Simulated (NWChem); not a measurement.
**C2H3BF (SMILES C=[C]BF) at 6 levels**

Wanted: a comparison of 6 runs (UHF/6-31G, UHF/def2-SVP, UHF/pcseg-1, UBLYP/6-31G, USVWN5/6-31G*, UPBE0/def2-SVP) of C2H3BF. 

Program for the calculation: NWChem 7.3.0.

## Step 1: The molecule

C2H3BF has 7 atoms, charge 0, and is taken as a doublet. SMILES: `C=[C]BF`. The shape is that of a GFN2-xTB optimisation.

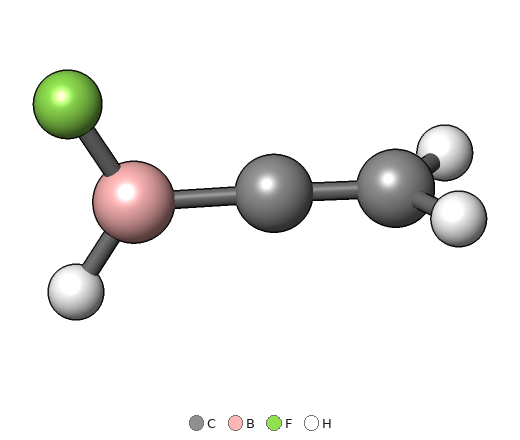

Viewed from a chosen angle; carbon grey, boron pink, fluorine green, hydrogen white.

## Step 2: Energy and forces at UHF/6-31G (run 1)

File mol.nw:

```
start mol
memory stack 880 mb heap 220 mb global 1100 mb
geometry units bohr noautosym nocenter noautoz
C  -1.39696114  2.20495134  0.21476737
C  -0.10525775  0.16125033  0.00396842
B   1.37553165 -2.19580507 -0.30396245
F   2.41820693 -3.28475974  1.72205073
H  -0.56510370  4.07443850  0.08004880
H  -3.41962950  2.22566274  0.54868198
H   1.69321350 -3.18573810 -2.26559265
end
basis spherical bse
C library 6-31G
B library 6-31G
F library 6-31G
H library 6-31G
end
scf
nopen 1
uhf
thresh 1e-08
maxiter 80
end
task scf gradient
```

Run with:

```bash
$ nwchem mol.nw > mol.out
```

Output:

```text
[...]
  functions       =    42
[...]
  wavefunction    = UHF
[...]
         Total SCF energy =   -201.526190384056
      One electron energy =   -451.420471929249
      Two electron energy =    161.276976010983
 Nuclear repulsion energy =     88.617305534211
                       Sz =      0.5000
                 Sz(Sz+1) =      0.7500
                      S^2 =      0.9333
[...]
                         UHF ENERGY GRADIENTS
    atom               coordinates                        gradient
                 x          y          z           x          y          z
   1 C      -1.396961   2.204951   0.214767    0.027682  -0.044271  -0.004420
   2 C      -0.105258   0.161250   0.003968   -0.013549   0.021968   0.003657
   3 B       1.375532  -2.195805  -0.303962    0.004432  -0.001088   0.022171
   4 F       2.418207  -3.284760   1.722051   -0.013914   0.015111  -0.024685
   5 H      -0.565104   4.074439   0.080049   -0.000415   0.004683   0.000018
   6 H      -3.419630   2.225663   0.548682   -0.003913   0.002457   0.000580
   7 H       1.693214  -3.185738  -2.265593   -0.000323   0.001140   0.002680
[...]
```

It took 5.4 s on 1 thread of Intel Xeon 6975P-C (Granite Rapids), shared host; peak memory 0.096 GiB.

## Step 3: Energy and gradient at UHF/def2-SVP (run 2)

File c2h3bf.nw:

```
start c2h3bf
memory 2200 mb

geometry units angstroms noautosym nocenter noautoz
 C     -0.739240     1.166810     0.113650
 C     -0.055700     0.085330     0.002100
 B      0.727900    -1.161970    -0.160850
 F      1.279660    -1.738220     0.911270
 H     -0.299040     2.156100     0.042360
 H     -1.809590     1.177770     0.290350
 H      0.896010    -1.685820    -1.198900
end

basis spherical bse
 * library def2-SVP
end

scf
 doublet
 uhf
 thresh 1e-08
 maxiter 80
 print medium
end

task scf gradient
```

Run with:

```bash
$ nwchem c2h3bf.nw > c2h3bf.out
```

Output:

```text
[...]
  functions       =    71
[...]
  wavefunction    = UHF
[...]
         Total SCF energy =   -201.433768498934
      One electron energy =   -451.323353767049
      Two electron energy =    161.272273327213
 Nuclear repulsion energy =     88.617311940901
                       Sz =      0.5000
                 Sz(Sz+1) =      0.7500
                      S^2 =      0.8895
[...]
                         UHF ENERGY GRADIENTS
    atom               coordinates                        gradient
                 x          y          z           x          y          z
   1 C      -1.396961   2.204951   0.214767    0.020355  -0.032656  -0.003155
   2 C      -0.105258   0.161250   0.003968   -0.005913   0.009612   0.001389
   3 B       1.375532  -2.195805  -0.303962   -0.016024   0.020361  -0.017214
   4 F       2.418207  -3.284760   1.722051    0.004055  -0.004138   0.008331
   5 H      -0.565104   4.074438   0.080049   -0.004388  -0.001235   0.000667
   6 H      -3.419629   2.225663   0.548682    0.003080   0.003611  -0.000572
   7 H       1.693213  -3.185738  -2.265592   -0.001165   0.004445   0.010554
[...]
```

Run time: 9.3 s. Hardware: 1 thread of Intel Xeon 6975P-C (Granite Rapids), shared host; peak memory 0.1 GiB.

Runs 3 to 5 aren't shown in full; the table further down has their settings and results.

## Step 4: Energy and forces at UPBE0/def2-SVP (run 6)

File run.py:

```python
from ase import Atoms
from ase.calculators.nwchem import NWChem

system = Atoms(['C', 'C', 'B', 'F', 'H', 'H', 'H'], positions=[
    [-0.739240, 1.166810, 0.113650],
    [-0.055700, 0.085330, 0.002100],
    [0.727900, -1.161970, -0.160850],
    [1.279660, -1.738220, 0.911270],
    [-0.299040, 2.156100, 0.042360],
    [-1.809590, 1.177770, 0.290350],
    [0.896010, -1.685820, -1.198900],
])

calc = NWChem(
    label='c2h3bf',
    theory='dft',
    memory='2200 mb',
    basis='def2-SVP',
    basispar='spherical bse',
    dft={'xc': 'pbe0', 'mult': '2', 'grid': 'xfine', 'convergence': 'energy 1e-08', 'iterations': '100', 'mulliken': None},
)
system.calc = calc

forces = system.get_forces()
print(f"energy = {system.get_potential_energy():.6f} eV")
print("forces (eV/A):")
for s, f in zip(system.symbols, forces):
    print(f"{s:2s} {f[0]:10.5f} {f[1]:10.5f} {f[2]:10.5f}")
```

Run with:

```bash
$ export ASE_NWCHEM_COMMAND="nwchem PREFIX.nwi > PREFIX.nwo"
$ python run.py
```

Output:

```text
energy = -5504.580038 eV
forces (eV/A):
C    -0.45257    0.73266    0.05939
C     0.19751   -0.32427   -0.05939
B     0.41174   -0.43097    0.80938
F    -0.01944    0.02124   -0.03718
H     0.35682    0.46917   -0.05651
H    -0.57685   -0.13457    0.09729
H     0.08279   -0.33332   -0.81298
```

The calculator wrote c2h3bf.nwi:

```
title "c2h3bf"

permanent_dir c2h3bf

scratch_dir c2h3bf

start c2h3bf

geometry units angstrom nocenter noautosym noautoz
  C  -7.3924000000000001e-01 1.1668099999999999e+00 1.1365000000000000e-01
  C  -5.5700000000000000e-02 8.5330000000000003e-02 2.0999999999999999e-03
  B  7.2789999999999999e-01 -1.1619699999999999e+00 -1.6084999999999999e-01
  F  1.2796600000000000e+00 -1.7382200000000001e+00 9.1127000000000002e-01
  H  -2.9903999999999997e-01 2.1560999999999999e+00 4.2360000000000002e-02
  H  -1.8095900000000000e+00 1.1777700000000000e+00 2.9035000000000000e-01
  H  8.9600999999999997e-01 -1.6858200000000001e+00 -1.1989000000000001e+00
end

memory 2200 mb

basis spherical bse noprint
   * library def2-SVP
end

dft
  xc pbe0
  mult 2
  grid xfine
  convergence energy 1e-08
  iterations 100
  mulliken
end

task dft gradient
```

c2h3bf.nwo:

```text
Northwest Computational Chemistry Package (NWChem) 7.3.0
             --------------------------------------------------------

           Job information
           ---------------

    nwchem branch   = 7.3.0
    use scalapack   = T
    input           = c2h3bf.nwi
    prefix          = c2h3bf.
    data base       = c2h3bf/c2h3bf.db
    status          = startup
    nproc           =        1

           Memory information
           ------------------

    heap     =     72089598 doubles =      550.0 Mbytes
    stack    =     72089595 doubles =      550.0 Mbytes
    global   =    144179200 doubles =     1100.0 Mbytes (distinct from heap & stack)
    total    =    288358393 doubles =     2200.0 Mbytes
    verify   = yes
    hardfail = no

[... 123 lines left out ...]
          Convergence on energy requested:  1.00D-08
[... 26 lines left out ...]
          Convergence Information
[... 30 lines left out ...]
 1-e energy   =    -448.655082
[... 58 lines left out ...]
      One electron energy =     -451.590786580111
[... 8 lines left out ...]
                    DFT Final Alpha Molecular Orbital Analysis
[... 1136 lines left out ...]
          Convergence on gradient requested:  5.00D-04
[... 27 lines left out ...]
          total energy or number of iterations.
[... 38 lines left out ...]
                 ----------------------------------------
                 |  Time  |  1-e(secs)   |  2-e(secs)   |
                 ----------------------------------------
                 |  CPU   |       0.00   |       0.87   |
                 ----------------------------------------
                 |  WALL  |       0.00   |       0.87   |
                 ----------------------------------------

 Task  times  cpu:       32.0s     wall:       32.0s
 Total times  cpu:       32.1s     wall:       32.1s
```

It took 33 s on 1 thread of Intel Xeon 6975P-C (Granite Rapids), shared host; peak memory 0.13 GiB.

## Step 5: All runs side by side

| run | level | iteration cap | module | energy (Eh) | dipole moment (D) | HOMO energy (eV) | LUMO energy (eV) | wall time |
| --- | --- | --- | --- | --- | --- | --- | --- | --- |
| 1 | UHF/6-31G | 80 | scf | -201.526190 | 2.39 | -10.38 | 1.35 | 5.4 s |
| 2 | UHF/def2-SVP | 80 | scf | -201.433768 | 2.06 | -10.51 | 1.26 | 9.3 s |
| 3 | UHF/pcseg-1 | 80 | scf | -201.533446 | – | – | – | 10 s |
| 4 | UBLYP/6-31G | 100 | dft | -202.571625 | 2.23 | -5.44 | -4.12 | 17 s |
| 5 | USVWN5/6-31G* (spherical functions) | 100 | dft | -201.001958 | 2.09 | -5.59 | -4.50 | 12 s |
| 6 | UPBE0/def2-SVP | 100 | dft | -202.289587 | 2.09 | -7.16 | -3.22 | 33 s |

## Step 6: Summary of results

| quantity | value |
| --- | --- |
| run 6: total energy | -202.28959 Eh |
| run 6: dipole moment | 2.09 D |
| run 6: HOMO energy (highest over α and β) | -7.16 eV |
| run 6: LUMO energy (lowest over α and β) | -3.22 eV |
| run 6: ⟨S²⟩ | 0.758 |
| run 6: largest force on an atom | 1.005 eV/Å |

Over runs 1, 2, 4, 5, 6 the dipole moment (its size) runs from 2.06 D (UHF/def2-SVP) to 2.39 D (UHF/6-31G). Totals of different functionals can't be ranked against each other. Spin contamination of the reference: run 1 ⟨S²⟩ = 0.93, run 2 ⟨S²⟩ = 0.89, run 3 ⟨S²⟩ = 0.87. All runs together took 88 s, the longest 33 s.
